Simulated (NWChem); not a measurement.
# One shape, several levels: triplet BI3

Wanted: a comparison of 6 runs (U-revPBE/def2-SVP, U-r2SCAN/def2-SVP, UB3LYP/def2-SVP, UBLYP/def2-SVP, UM06-L/def2-SVP, USVWN5/def2-SVP) of triplet BI3. 

Program for the calculation: NWChem 7.3.0.

### Step 1. The molecule

The species is BI3 (4 atoms), meant as a triplet with charge 0. As SMILES of the parent species, `IB(I)I`. The coordinates come from a PBE0-D4/def2-TZVP relaxation. That shape belongs to the parent species and isn't relaxed for this state.

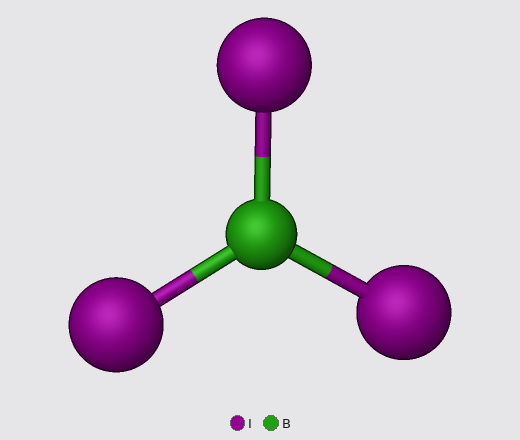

Viewed from a chosen angle; iodine purple, boron green.

### Step 2. A single-point energy at U-revPBE/def2-SVP (core potential) (run 1)

bi3.nw reads:

```
start bi3
title "BI3 revPBE"
memory total 2200 mb

geometry units angstrom noautosym nocenter noautoz
I    -1.308500   -0.295200    1.615600
B     0.013900   -0.015100   -0.005100
I     1.876800   -1.006300   -0.030300
I    -0.526500    1.256300   -1.600500
end

basis spherical bse
I library def2-SVP
B library def2-SVP
end

ecp bse
I library def2-SVP
end

dft
xc revpbe cpbe96
mult 3
grid fine
convergence energy 1e-08
maxiter 100
mulliken
print low
end

task dft energy
```

Run with:

```bash
$ nwchem bi3.nw > bi3.out
```

The log of the run:

```text
[...]
 d= 0,ls=0.0,diis     1   -917.9596287395 -1.28D+03  9.15D-03  9.25D-02     5.6
[...]
 d= 0,ls=0.0,diis    12   -918.0100451414  1.61D-09  6.86D-07  5.63D-09    53.1
[...]
         Total DFT energy =     -918.010045141444
      One electron energy =    -2315.923250488023
           Coulomb energy =     1103.323082454797
    Exchange-Corr. energy =      -70.884839833561
 Nuclear repulsion energy =      365.474962725343
[...]
      Total Density - Mulliken Population Analysis
     ---------------------------------------------
    Atom       Charge   Shell Charges
 -----------   ------   -------------------------------------------------------
    1 I   25    24.88   0.22  1.83  1.38  0.52  3.11  2.94  2.60  2.23  9.79  0.26
    2 B    5     5.35   1.99  0.83  0.07  1.66  0.73  0.06
    3 I   25    24.88   0.22  1.83  1.38  0.52  3.11  2.94  2.60  2.23  9.79  0.26
    4 I   25    24.88   0.22  1.83  1.38  0.52  3.11  2.94  2.60  2.23  9.79  0.26
[...]
      <S2> =      2.0049 (Exact =     2.0000)
[...]
```

It took 54 s on 1 thread of Intel Xeon Platinum 8259CL at 2.50GHz (Skylake/Cascade Lake), shared host; peak memory 0.12 GiB.

### Step 3. A single-point energy at U-r2SCAN/def2-SVP (core potential) (run 2)

bi3.nw reads:

```
start bi3
title "BI3"
memory 2200 mb

geometry noautosym nocenter noautoz
   I     -1.308500    -0.295200     1.615600
   B      0.013900    -0.015100    -0.005100
   I      1.876800    -1.006300    -0.030300
   I     -0.526500     1.256300    -1.600500
end

basis spherical bse
   * library def2-SVP
end

ecp bse
   I library def2-SVP
end

dft
   xc r2scan
   mult 3
   grid fine
   convergence energy 1e-08
   iterations 100
   mulliken
end

task dft
```

Run with:

```bash
$ nwchem bi3.nw > bi3.out
```

The log of the run:

```text
[...]
          Wavefunction type:  spin polarized.
          No. of atoms     :     4
          No. of electrons :    80
[...]
          Charge           :     0
          Spin multiplicity:     3
[...]
          AO basis - number of functions:    92
[...]
              XC Information
              --------------
                      r^2SCAN Method XC Functional
               r^2SCAN metaGGA Exchange Functional  1.000
                     r^2SCAN Correlation Potential  1.000
[...]
 d= 0,ls=0.0,diis     1   -918.1774553130 -1.28D+03  8.08D-03  7.76D-02    10.4
[...]
 d= 0,ls=0.0,diis    14   -918.2241754525 -1.89D-10  8.09D-08  6.50D-12    88.0
[...]
         Total DFT energy =     -918.224175452461
      One electron energy =    -2315.782396282345
           Coulomb energy =     1103.183398457322
    Exchange-Corr. energy =      -71.100140352781
 Nuclear repulsion energy =      365.474962725343
[...]
      Total Density - Mulliken Population Analysis
     ---------------------------------------------
    Atom       Charge   Shell Charges
 -----------   ------   -------------------------------------------------------
    1 I   25    24.90   0.22  1.83  1.34  0.56  3.12  2.94  2.61  2.23  9.79  0.26
    2 B    5     5.30   1.99  0.82  0.08  1.64  0.71  0.07
    3 I   25    24.90   0.22  1.83  1.34  0.56  3.12  2.94  2.61  2.23  9.79  0.26
    4 I   25    24.90   0.22  1.83  1.34  0.56  3.12  2.94  2.61  2.23  9.79  0.26
[...]
      <S2> =      2.0105 (Exact =     2.0000)
[...]
```

Wall time 89 s (1 thread of Intel Xeon Platinum 8259CL at 2.50GHz (Skylake/Cascade Lake), shared host); peak memory 0.12 GiB.

### Step 4. The energy at UB3LYP/def2-SVP (core potential) (run 3)

bi3.xyz reads:

```xyz
4

I     -1.308500    -0.295200     1.615600
B      0.013900    -0.015100    -0.005100
I      1.876800    -1.006300    -0.030300
I     -0.526500     1.256300    -1.600500
```

bi3.nw reads:

```
echo
start bi3
memory total 2200 mb

geometry units angstroms noautosym nocenter noautoz
 load format xyz bi3.xyz
end

basis spherical bse
 I library def2-SVP
 B library def2-SVP
end

ecp bse
 I library def2-SVP
end

dft
 xc b3lyp
 mult 3
 grid fine
 convergence energy 1e-08
 maxiter 100
 mulliken
 print medium
end

task dft energy
```

Run with:

```bash
$ nwchem bi3.nw > bi3.out
```

The log of the run:

```text
[...]
          Wavefunction type:  spin polarized.
          No. of atoms     :     4
          No. of electrons :    80
[...]
          Charge           :     0
          Spin multiplicity:     3
[...]
          AO basis - number of functions:    92
[...]
              XC Information
              --------------
                         B3LYP Method XC Potential
                     Hartree-Fock (Exact) Exchange  0.200
                        Slater Exchange Functional  0.800 local
                    Becke 1988 Exchange Functional  0.720 non-local
              Lee-Yang-Parr Correlation Functional  0.810
                  VWN I RPA Correlation Functional  0.190 local
[...]
 d= 0,ls=0.0,diis     1   -918.1146824889 -1.28D+03  8.23D-03  8.09D-02     8.4
[...]
 d= 0,ls=0.0,diis    10   -918.1636145735 -9.68D-09  1.56D-06  4.08D-09    59.7
[...]
         Total DFT energy =     -918.163614573511
      One electron energy =    -2315.891646505183
           Coulomb energy =     1103.304041085904
    Exchange-Corr. energy =      -71.050971879575
 Nuclear repulsion energy =      365.474962725343
[...]
      Total Density - Mulliken Population Analysis
     ---------------------------------------------
    Atom       Charge   Shell Charges
 -----------   ------   -------------------------------------------------------
    1 I   25    24.90   0.22  1.83  1.37  0.52  3.11  2.94  2.60  2.26  9.80  0.25
    2 B    5     5.31   1.99  0.83  0.08  1.67  0.69  0.06
    3 I   25    24.90   0.22  1.83  1.37  0.52  3.11  2.94  2.60  2.26  9.80  0.26
    4 I   25    24.90   0.22  1.83  1.37  0.52  3.11  2.94  2.60  2.26  9.80  0.26
[...]
      <S2> =      2.0068 (Exact =     2.0000)
[...]
```

Run time: 61 s. Hardware: 1 thread of Intel Xeon Platinum 8259CL at 2.50GHz (Skylake/Cascade Lake), shared host; peak memory 0.12 GiB.

Runs 4 to 5 aren't shown in full; the table further down has their settings and results.

### Step 5. A single-point energy at USVWN5/def2-SVP (core potential) (run 6)

bi3.nw reads:

```
START bi3
TITLE "BI3"
memory 2200 mb

GEOMETRY units angstroms noautosym nocenter noautoz
  I    -1.308500   -0.295200    1.615600
  B     0.013900   -0.015100   -0.005100
  I     1.876800   -1.006300   -0.030300
  I    -0.526500    1.256300   -1.600500
END

BASIS "ao basis" spherical bse
  * library def2-SVP
END

ECP bse
  I library def2-SVP
END

DFT
  xc slater vwn_5
  mult 3
  grid fine
  convergence energy 1e-08
  iterations 100
  mulliken
END

TASK dft
```

Run with:

```bash
$ nwchem bi3.nw > bi3.out
```

The log of the run:

```text
[...]
          Wavefunction type:  spin polarized.
          No. of atoms     :     4
          No. of electrons :    80
[...]
          Charge           :     0
          Spin multiplicity:     3
[...]
          AO basis - number of functions:    92
[...]
              XC Information
              --------------
                        Slater Exchange Functional  1.000 local
                      VWN V Correlation Functional  1.000 local
[...]
 d= 0,ls=0.0,diis     1   -916.3331288635 -1.28D+03  1.00D-02  1.22D-01     3.5
[...]
 d= 0,ls=0.5,diis    19   -916.3963153187 -6.10D-09  1.63D-07  7.70D-10    45.9
[...]
         Total DFT energy =     -916.396315321772
      One electron energy =    -2315.492896062482
           Coulomb energy =     1102.822819187931
    Exchange-Corr. energy =      -69.201201172564
 Nuclear repulsion energy =      365.474962725343
[...]
      Total Density - Mulliken Population Analysis
     ---------------------------------------------
    Atom       Charge   Shell Charges
 -----------   ------   -------------------------------------------------------
    1 I   25    24.86   0.22  1.83  1.42  0.47  3.11  2.93  2.61  2.22  9.77  0.28
    2 B    5     5.42   1.98  0.81  0.10  1.67  0.80  0.06
    3 I   25    24.86   0.22  1.83  1.42  0.47  3.11  2.93  2.61  2.22  9.77  0.28
    4 I   25    24.86   0.22  1.83  1.42  0.47  3.11  2.93  2.61  2.22  9.77  0.28
[...]
      <S2> =      2.0027 (Exact =     2.0000)
[...]
```

Wall time 50 s (1 thread of Intel Xeon Platinum 8259CL at 2.50GHz (Skylake/Cascade Lake), shared host); peak memory 0.12 GiB.

### Step 6. All runs side by side

```csv
run,level,energy (Eh),⟨S²⟩,wall time
1,U-revPBE/def2-SVP (core potential),-918.010045,2.005,54 s
2,U-r2SCAN/def2-SVP (core potential),-918.224175,2.010,89 s
3,UB3LYP/def2-SVP (core potential),-918.163615,2.007,61 s
4,UBLYP/def2-SVP (core potential),-917.706194,2.004,76 s
5,UM06-L/def2-SVP (core potential),-918.396386,2.010,92 s
6,USVWN5/def2-SVP (core potential),-916.396315,2.003,50 s
```

### Step 7. Results

```
                                 quantity          value
                      run 6: total energy  -916.39632 Eh
                     run 6: dipole moment         0.00 D
run 6: HOMO energy (highest over α and β)       -3.03 eV
                              run 6: ⟨S²⟩          2.003
```

**Reading.** Totals of different functionals can't be ranked against each other. All runs together took 7 min, the longest 92 s.
